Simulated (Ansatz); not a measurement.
# AlFH₅N: what the fields show

```xyz
8

Al    0.0166   -1.0746    0.1562
N    -0.1265    0.9810   -0.1369
H    -0.7282   -1.6536   -1.1463
H    -0.5865   -1.2470    1.6371
H     0.8571    1.2795   -0.2304
F     1.7251   -1.0503    0.0657
H    -0.6205    1.2622   -0.9953
H    -0.5371    1.5028    0.6500
```

The calculation used RKS PBE-D4/def2-SVP (Ansatz).

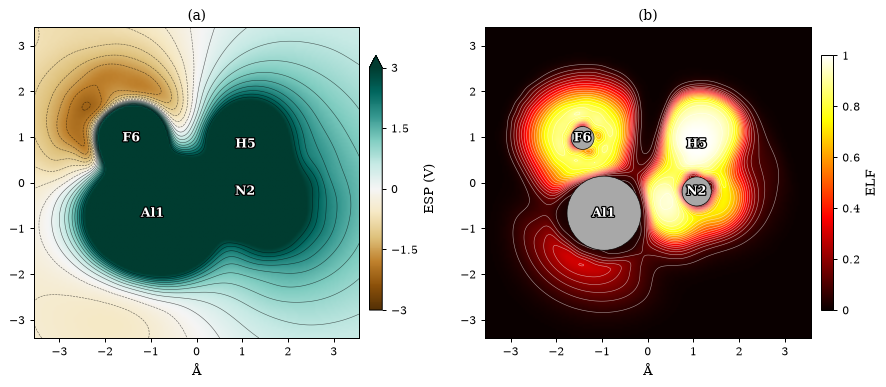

Figure 1. (a) electrostatic potential; (b) electron localisation function on the plane of atoms N2, Al1 and F6. Grey discs cover the atomic cores in the ELF map.

Describe what can be read from this map.

The section cuts through Al, N, H and F sites. Al–F (1.71 Å): the ELF peaks at about 0.85 in the valence shell of F, 0.6 Å from its nucleus, and is about 0.30 at the midpoint. Al–N (2.08 Å): the ELF peaks at about 0.95 in the valence shell of N, 0.6 Å from its nucleus, and is about 0.75 at the midpoint. N–H (1.03 Å): the ELF climbs to about 1 towards the hydrogen, as it does in any bond to H (a covalent bond by its length). The ELF also peaks beside F6, away from the bonds: lone-pair regions. Outside the dense part of the molecule the potential is most negative (−2.2 V) near F6.

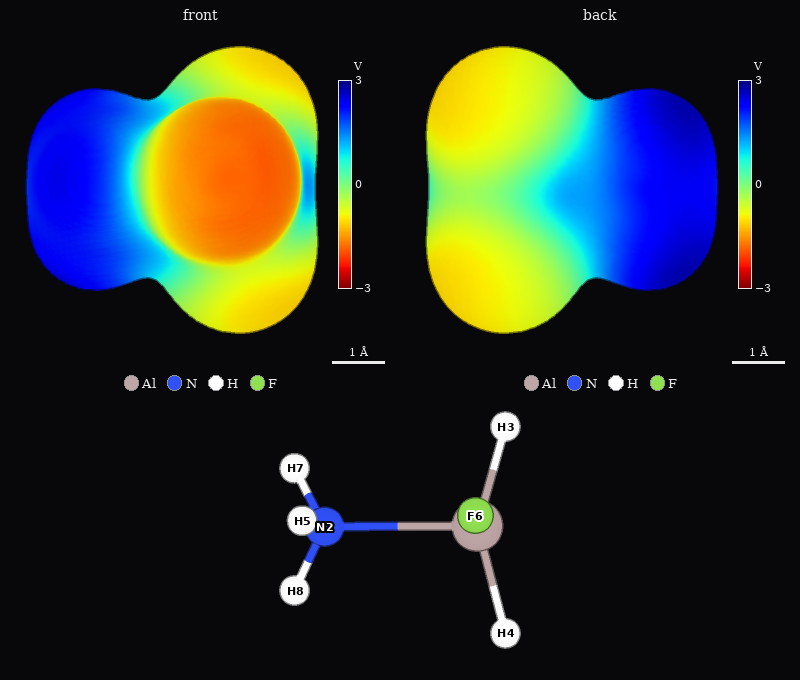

Figure 2. The molecular electrostatic potential painted on the density surface at 0.002 e/bohr³, seen from the front and from behind; the colour scale runs from red (negative) to blue (positive). The bare structure is drawn below in the same view.

Describe the electrostatic potential map.

The most negative region (about −1.9 V) lies over F6, the most positive (about +2.7 V) over H7 and H8.

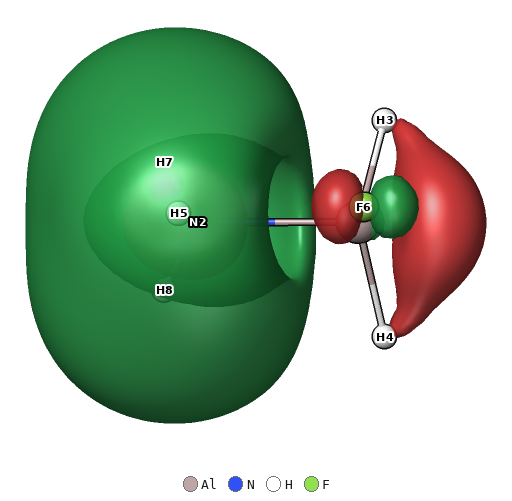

Figure 3. One frontier orbital at ±0.08 Å⁻³ᐟ² (green and red are the two phases), seen across its widest extent.

Which orbital is it: HOMO or LUMO?

The LUMO, at −0.65 eV. By Hirshfeld shares it lies mainly on N2 (about 20 %), H8 (about 20 %), H7 (about 20 %), Al1 (about 20 %) and H5 (about 15 %).
